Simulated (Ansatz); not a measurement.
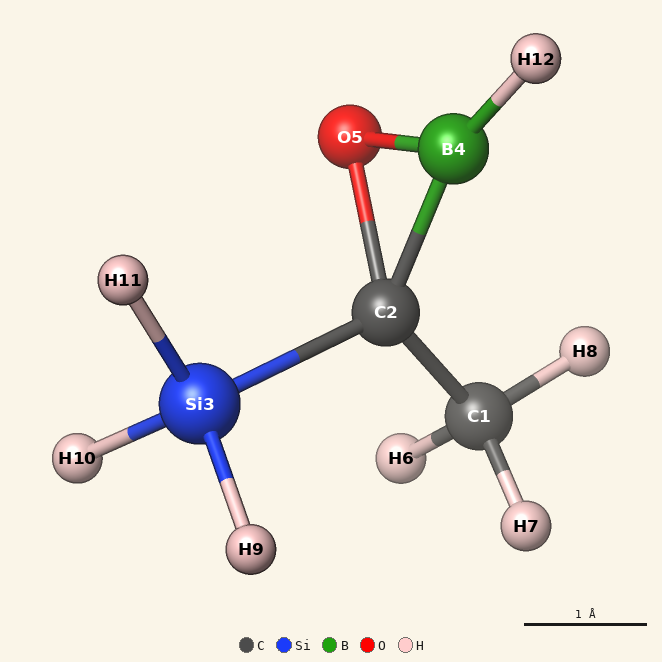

Orthographic view. Distant atoms are faded towards the background colour. The geometry was computed by an optimisation with PBE-D4/def2-SVP. No frequency run is at hand to confirm it as a minimum.

Write a MOL file (V2000) with the atoms in numerical order, bonds sorted by atom number with the orders drawn, and coordinates in the frame of the picture: x right, y up, z towards the viewer, origin at the mean position.

```
C2H7BOSi
                    3D

 12 12  0  0  0  0  0  0  0  0999 V2000
    0.9500   -0.6100   -1.0200 C   0  0  0  0  0  0  0  0  0  0  0  0
    0.1800    0.2400   -0.0300 C   0  0  1  0  0  0  0  0  0  0  0  0
   -1.3500   -0.5100    0.7900 Si  0  0  0  0  0  4  0  0  0  0  0  0
    0.7400    1.5900    0.4500 B   0  0  0  0  0  0  0  0  0  0  0  0
   -0.1100    1.6900   -0.5700 O   0  0  0  0  0  0  0  0  0  0  0  0
    0.3100   -0.9600   -1.8600 H   0  0  0  0  0  0  0  0  0  0  0  0
    1.3300   -1.5200   -0.5000 H   0  0  0  0  0  0  0  0  0  0  0  0
    1.8200   -0.0800   -1.4500 H   0  0  0  0  0  0  0  0  0  0  0  0
   -0.9300   -1.7100    1.6000 H   0  0  0  0  0  0  0  0  0  0  0  0
   -2.3600   -0.9600   -0.2300 H   0  0  0  0  0  0  0  0  0  0  0  0
   -1.9800    0.5100    1.7000 H   0  0  0  0  0  0  0  0  0  0  0  0
    1.4200    2.3300    1.1200 H   0  0  0  0  0  0  0  0  0  0  0  0
  1  2  1  0
  1  6  1  0
  1  7  1  0
  1  8  1  0
  2  3  1  0
  2  4  1  0
  2  5  1  0
  3  9  1  0
  3 10  1  0
  3 11  1  0
  4  5  1  0
  4 12  1  0
M  END
```
